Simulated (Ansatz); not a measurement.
System: cubic perovskite CsHgBr3 (idealised or unconfirmed structure). Method: PBEsol (Ansatz, a program for electronic structure, PAW).

Run with plane-wave cutoff 520 eV, 10×10×10 k mesh, Fermi–Dirac smearing 0.05 eV, scalar-relativistic PAW data made under PBE.

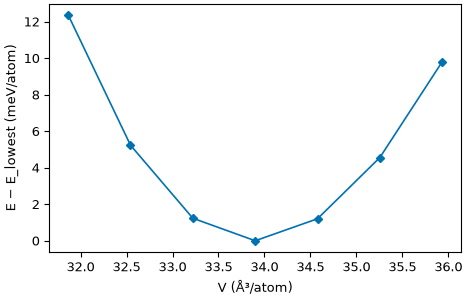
Figure. Total energy against volume

Problem. From the curve, estimate the equilibrium volume and the bulk modulus.

Solution. V0 ≈ 33.9 Å³/atom and B0 ≈ 29 GPa; the fit gives V0 = 33.889 Å³/atom, B0 = 28.8 GPa, B′ = 5.3.

Note: the relaxation could not lower the start's symmetry, so the cell can be a saddle point above a distorted one.

Spin–orbit coupling is not included; it can open a gap where bands touch, and shift volumes and moduli.

Static lattice: no zero-point or thermal effects.
